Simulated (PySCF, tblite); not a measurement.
**C5H10O3Si: geometry, infrared bands and NMR shifts**

What infrared bands and NMR shifts should C5H10O3Si (`C=CO[SiH2]CC(=O)OC`) show?

Computed with tblite 0.8.0 and PySCF 2.14.0, with density-fitted response routines of our own, on a single molecule in the gas phase. Atoms count from 0, in the outputs and in this text.

## Step 1: Starting geometry

19 atoms, charge 0, multiplicity 1; geometry from: force field or distance geometry start.

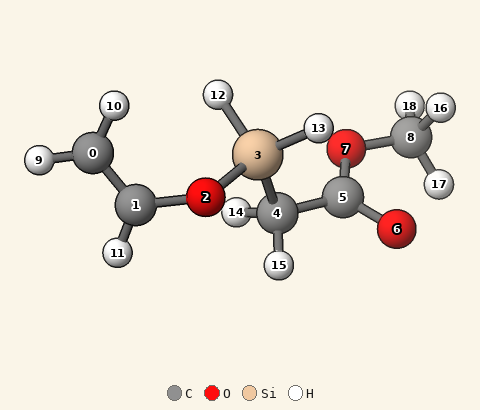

The starting geometry (carbon grey, oxygen red, silicon light orange, hydrogen white), atoms numbered.

## Step 2: Geometry optimisation with GFN2-xTB

Job settings and geometry (Å):

```
{"job": {"kind": "relax", "xc": "GFN2-xTB", "basis": "xTB"}, "charge": 0, "multiplicity": 1}
C     -4.034000     0.173200     0.019700
C     -3.148200     0.067200    -0.968800
O     -2.134800    -0.896600    -0.923800
Si    -0.760700    -0.697800     0.088700
C      0.397200     0.471500    -0.746800
C      1.821400     0.293800    -0.337400
O      2.567800    -0.447400    -1.064700
O      2.343900     0.917600     0.806200
C      3.699600     0.666800     1.103500
H     -4.803600     0.921300    -0.036400
H     -3.943600    -0.525300     0.834200
H     -3.193600     0.723900    -1.795000
H     -1.253600    -0.109600     1.370100
H     -0.166600    -2.012600     0.400300
H      0.133400     1.541300    -0.530100
H      0.277700     0.304100    -1.834500
H      3.731500    -0.392300     1.481000
H      4.350300     0.737300     0.226100
H      4.106000     1.303100     1.900200
```

Started as:

```sh
OMP_NUM_THREADS=1 python probes_run.py task.json out
```

The driver reads the jobs from task.json and runs them one after another.

**Question.** This job is followed by: GFN2-xTB harmonic vibrations, gas phase; GIAO PBE0/pcSseg-1 NMR shielding, non-relativistic, gas phase. What will the session give for the following? strongest single infrared mode (GFN2-xTB); zero-point energy (GFN2-xTB); ¹³C shifts against TMS (PBE0/pcSseg-1); ¹H shifts against TMS (PBE0/pcSseg-1, means over atoms taken as alike); ¹⁷O shifts against H2O (PBE0/pcSseg-1); ²⁹Si shifts against TMS (PBE0/pcSseg-1).

**Answer**, as computed:

| quantity | value |
| --- | --- |
| strongest single infrared mode (GFN2-xTB) | 1162 cm⁻¹, 492 km/mol |
| zero-point energy (GFN2-xTB) | 88.0 kcal/mol |
| ¹³C shifts against TMS (PBE0/pcSseg-1) | 177.2, 156.4, 95.5, 53.7, 27.0 ppm |
| ¹H shifts against TMS (PBE0/pcSseg-1, means over atoms taken as alike) | 6.66, 5.13, 4.46, 4.38, 3.76, 2.42 ppm |
| ¹⁷O shifts against H2O (PBE0/pcSseg-1) | 447.0, 194.0, 110.5 ppm |
| ²⁹Si shifts against TMS (PBE0/pcSseg-1) | -20.3 ppm |

In words: The optimisation took 161 steps and gained 1.076 eV; among the close pairs (by a distance rule), O2–Si3 changed most, from 1.718 to 1.626 Å. No mode is imaginary among the 51: a minimum at this level. The strongest single mode, at 1162 cm⁻¹, has its largest shares on C4, C5, H14 and H15 (the list is cut at 4 atoms). GFN2-xTB is a fitted tight-binding method: band positions and strengths are rough. Its intensities can rank the bands wrongly. The most deshielded carbon is C5 (ester carbonyl carbon), at 177.2 ppm: it is a carbonyl in resonance with an O or N lone pair, the region of acids, esters and amides. The most deshielded hydrogen is H11 (hydrogen on an alkene carbon bearing oxygen), at 6.66 ppm: olefinic region. At PBE0/pcSseg-1: The widest tensor belongs to O6: span 694 ppm, with a paramagnetic part of -514 ppm.
